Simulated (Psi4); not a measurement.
# SiHF3 (SMILES [H][Si](F)(F)F) at 3 levels

We compute a comparison of 3 runs (KT2/def2-SVP, MP3/aug-cc-pVDZ-DK) of SiHF3. 

The results are computed with Psi4 1.11.

1 further run of the same task is left out (set aside as unsound or not needed).

**1. The structure to begin with**

SiHF3: 5 atoms, total charge 0, spin state singlet. As SMILES, `[H][Si](F)(F)F`. The shape is that of a GFN2-xTB optimisation.

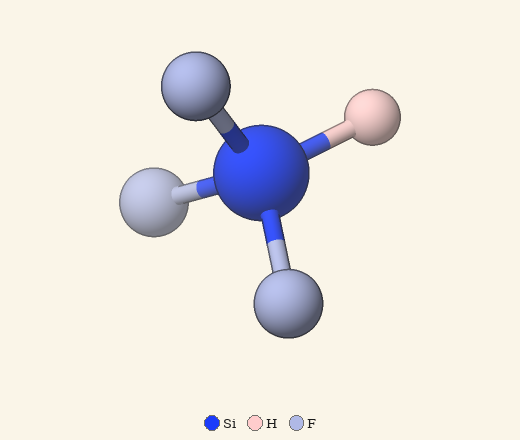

Viewed from a chosen angle; silicon blue, hydrogen pink, fluorine light blue.

**2. Energy and one-electron properties at KT2/def2-SVP (DKH2, IEF-PCM cyclohexane) (run 1)**

Contents of input.dat:

```
memory 1600 MB

molecule {
  0 1
  Si     0.00064251    -0.00156847     0.16950843
  H      0.02460423    -0.03516780     2.86644997
  F      2.73564313     0.02054132    -1.02882359
  F     -1.38717236     2.38113051    -0.97602465
  F     -1.37371751    -2.36491666    -1.03111016
  units au
  symmetry c1
}

set globals {
  basis def2-SVP
  scf_type direct
  relativistic dkh
  dkh_order 2
  pcm true
}

pcm = {
  Units = Angstrom
  Medium {
    SolverType = IEFPCM
    Solvent = Cyclohexane
  }
  Cavity {
    Type = GePol
    RadiiSet = UFF
    Scaling = False
    Area = 0.3
    Mode = Implicit
  }
}

result, w = energy("kt2", return_wfn=True)
oeprop(w, "WIBERG_LOWDIN_INDICES", "MULTIPOLE(3)", "MBIS_CHARGES", title="KT2")
```

Launch:

```bash
psi4 input.dat output.dat -n 1
```

output.dat:

```text
[...]
  Running in c1 symmetry.
[...]
  Nuclear repulsion =  188.627846555791308
[...]
  Multiplicity = 1
[...]
  Nalpha       = 21
  Nbeta        = 21
[...]
    Number of basis functions: 65
[...]
   @DF-RKS iter   1:  -596.40265586076987   -2.43626e-01   1.11123e-02 DIIS/ADIIS
[...]
   @RKS iter   9:  -596.56882745269331   -4.87478e-09   7.56391e-07 DIIS
[...]
    Orbital Energies [Eh]
    ---------------------
    Doubly Occupied:
       1A    -66.431626     2A    -24.757436     3A    -24.757323
       4A    -24.757302     5A     -5.312338     6A     -3.660339
       7A     -3.660331     8A     -3.656403     9A     -1.139495
      10A     -1.110979    11A     -1.110934    12A     -0.535066
      13A     -0.453162    14A     -0.453107    15A     -0.445635
      16A     -0.399024    17A     -0.398930    18A     -0.373943
      19A     -0.373859    20A     -0.358526    21A     -0.351410
[...]
  @RKS Final Energy:  -596.56882745269331
   => Energetics <=
    Nuclear Repulsion Energy =            188.6278465557913080
    One-Electron Energy =               -1197.0578152357111321
    Two-Electron Energy =                 471.2294778719109445
    DFT Exchange-Correlation Energy =     -59.3659866209557450
    Empirical Dispersion Energy =           0.0000000000000000
    VV10 Nonlocal Energy =                  0.0000000000000000
    PCM Polarization Energy =              -0.0023500237287452
    Total Energy =                       -596.5688274526933128
[...]
 Multipole Moments:
 ------------------------------------------------------------------------------------
     Multipole            Electronic (a.u.)      Nuclear  (a.u.)        Total (a.u.)
 ------------------------------------------------------------------------------------
 L = 1.  Multiply by 2.5417464519 to convert [e a0] to [Debye]
 Dipole X            :         -0.0146889            0.0197863            0.0050974
 Dipole Y            :          0.0206269           -0.0286858           -0.0080589
 Dipole Z            :         -1.6325836            2.3632736            0.7306899
 Magnitude           :                                                    0.7307521
 L = 2.  Multiply by 1.3450342976 to convert [e a0^2] to [Debye ang]
 Quadrupole XX       :       -122.7655701          101.6555405          -21.1100296
 Quadrupole XY       :         -0.0180357            0.0173132           -0.0007226
[...]
```

Wall time 11 s (1 thread of AMD EPYC 7B13 (Zen 3), shared host); peak memory 0.39 GiB.

Atomic charges (e):

```csv
atom,MBIS
Si1,+1.681
H2,-0.272
F3,-0.470
F4,-0.470
F5,-0.470
```

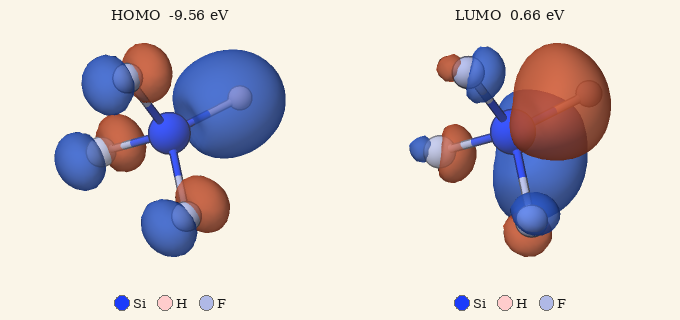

Frontier orbitals of this run, surfaces at ±0.2 Å^-3/2.

**3. The energy at MP3/aug-cc-pVDZ-DK (run 2)**

Contents of job.dat:

```
memory 1600 mb

molecule m {
  0 1
  Si     0.000340    -0.000830     0.089700
  H      0.013020    -0.018610     1.516860
  F      1.447640     0.010870    -0.544430
  F     -0.734060     1.260040    -0.516490
  F     -0.726940    -1.251460    -0.545640
}

set {
  scf_type    direct
  freeze_core true
  mp_type     conv
}

result, w = energy('mp3/aug-cc-pVDZ-DK', return_wfn=True)
print_variables()
```

Launch:

```bash
psi4 job.dat job.out -n 1
```

job.out:

```text
[...]
  Running in c1 symmetry.
[...]
  Nuclear repulsion =  188.627846615788286
[...]
  Multiplicity = 1
[...]
  Nalpha       = 21
  Nbeta        = 21
[...]
    Number of basis functions: 105
[...]
   @DF-RHF iter   1:  -587.82347410020645   -8.61530e-01   4.73544e-03 DIIS/ADIIS
[...]
   @RHF iter  16:  -587.90996224483933   -4.54747e-13   2.96684e-09 DIIS
[...]
    Orbital Energies [Eh]
    ---------------------
    Doubly Occupied:
       1A    -68.833438     2A    -26.317840     3A    -26.317784
       4A    -26.317772     5A     -6.260487     6A     -4.371670
       7A     -4.371668     8A     -4.369804     9A     -1.648158
      10A     -1.616695    11A     -1.616640    12A     -0.839810
      13A     -0.751143    14A     -0.751029    15A     -0.736737
      16A     -0.696959    17A     -0.696831    18A     -0.668551
      19A     -0.668475    20A     -0.653538    21A     -0.582349
[...]
  @RHF Final Energy:  -587.90996224483933
   => Energetics <=
    Nuclear Repulsion Energy =            188.6278466157882860
    One-Electron Energy =               -1194.9008638627381060
    Two-Electron Energy =                 418.3630550021105137
    Total Energy =                       -587.9099622448393347
[...]
 Multipole Moments:
 ------------------------------------------------------------------------------------
     Multipole            Electronic (a.u.)      Nuclear  (a.u.)        Total (a.u.)
 ------------------------------------------------------------------------------------
 L = 1.  Multiply by 2.5417464519 to convert [e a0] to [Debye]
 Dipole X            :         -0.0136868            0.0197863            0.0060995
 Dipole Y            :          0.0190709           -0.0286858           -0.0096149
 Dipole Z            :         -1.4988914            2.3632736            0.8643821
 Magnitude           :                                                    0.8644571
[...]
	SCS-MP2 Total Energy (a.u.)        :  -588.59515183309816
	SOS-MP2 Total Energy (a.u.)        :  -588.58314450990088
[...]
	SOS-PI-MP2 Total Energy (a.u.)     :  -588.63492776105943
[...]
	MP2 Total Energy (a.u.)            :  -588.61916647949238
[...]
	SCS-MP3 Total Energy (a.u.)        :  -588.59530826366802
[...]
	MP3 Total Energy (a.u.)            :  -588.61979220177170
[...]
```

Wall time 39 s (1 thread of AMD EPYC 7B13 (Zen 3), shared host); peak memory 1 GiB.

**4. The energy at MP3/aug-cc-pVDZ-DK (DKH2) (run 3)**

Contents of calc.inp:

```
memory 1600 MB

molecule molecule1 {
  0 1
  Si     0.000340    -0.000830     0.089700
  H      0.013020    -0.018610     1.516860
  F      1.447640     0.010870    -0.544430
  F     -0.734060     1.260040    -0.516490
  F     -0.726940    -1.251460    -0.545640
  units angstrom
}

set {
  scf_type     direct
  freeze_core  true
  mp_type      conv
  relativistic dkh
  dkh_order    2
}

result, w = energy("mp3/aug-cc-pVDZ-DK", return_wfn=True)
```

Launch:

```bash
psi4 calc.inp calc.out -n 1
```

calc.out:

```text
[...]
  Running in c1 symmetry.
[...]
  Nuclear repulsion =  188.627846615788286
[...]
  Multiplicity = 1
[...]
  Nalpha       = 21
  Nbeta        = 21
[...]
    Number of basis functions: 105
[...]
   @DF-RHF iter   1:  -588.83094775059965   -8.65387e-01   4.76385e-03 ADIIS/DIIS
[...]
   @RHF iter  16:  -588.91841477287380   -1.25056e-12   2.97791e-09 DIIS
[...]
    Orbital Energies [Eh]
    ---------------------
    Doubly Occupied:
       1A    -69.101607     2A    -26.354657     3A    -26.354601
       4A    -26.354588     5A     -6.295945     6A     -4.377104
       7A     -4.377102     8A     -4.375218     9A     -1.651233
      10A     -1.619831    11A     -1.619777    12A     -0.840657
      13A     -0.750627    14A     -0.750513    15A     -0.736387
      16A     -0.696469    17A     -0.696342    18A     -0.668102
      19A     -0.668026    20A     -0.653160    21A     -0.582279
[...]
  @RHF Final Energy:  -588.91841477287380
   => Energetics <=
    Nuclear Repulsion Energy =            188.6278466157882860
    One-Electron Energy =               -1196.0440736496943828
    Two-Electron Energy =                 418.4978122610323794
    Total Energy =                       -588.9184147728738026
[...]
 Multipole Moments:
 ------------------------------------------------------------------------------------
     Multipole            Electronic (a.u.)      Nuclear  (a.u.)        Total (a.u.)
 ------------------------------------------------------------------------------------
 L = 1.  Multiply by 2.5417464519 to convert [e a0] to [Debye]
 Dipole X            :         -0.0136633            0.0197863            0.0061229
 Dipole Y            :          0.0190365           -0.0286858           -0.0096493
 Dipole Z            :         -1.4962185            2.3632736            0.8670551
 Magnitude           :                                                    0.8671304
[...]
	SCS-MP2 Total Energy (a.u.)        :  -589.60378783567012
	SOS-MP2 Total Energy (a.u.)        :  -589.59175911949899
[...]
	SOS-PI-MP2 Total Energy (a.u.)     :  -589.64355483847010
[...]
	MP2 Total Energy (a.u.)            :  -589.62784526801272
[...]
	SCS-MP3 Total Energy (a.u.)        :  -589.60392759883234
[...]
	MP3 Total Energy (a.u.)            :  -589.62840432066184
[...]
```

It took 40 s on 1 thread of AMD EPYC 7B13 (Zen 3), shared host; peak memory 1 GiB.

**5. The series**

```
run                                     level        task  radii  energy (Eh)  HOMO energy (eV)  LUMO energy (eV)  HOMO–LUMO gap (eV)  wall time
  1  KT2/def2-SVP (DKH2, IEF-PCM cyclohexane)  properties    UFF  -596.568827             -9.56              0.66               10.22       11 s
  2                        MP3/aug-cc-pVDZ-DK      energy      –  -588.619792            -15.85              1.26               17.11       39 s
  3                 MP3/aug-cc-pVDZ-DK (DKH2)      energy      –  -589.628404            -15.84              1.26               17.10       40 s
```

**6. Summary of results**

| quantity | value |
| --- | --- |
| run 3: total energy | -589.62840 Eh |
| run 3: HOMO energy (Hartree–Fock orbitals) | -15.84 eV |
| run 3: LUMO energy (Hartree–Fock orbitals) | 1.26 eV |
| run 3: HOMO–LUMO gap (Hartree–Fock orbitals) | 17.10 eV |
| run 3: correlation energy (8 core orbitals frozen) | -710.0 mEh |

In words: Some runs of one species differ in core potentials or relativity; totals across that change don't compare. In run 2 relativity is left out where basis or elements ask for it. All runs together took 89 s, the longest 40 s.
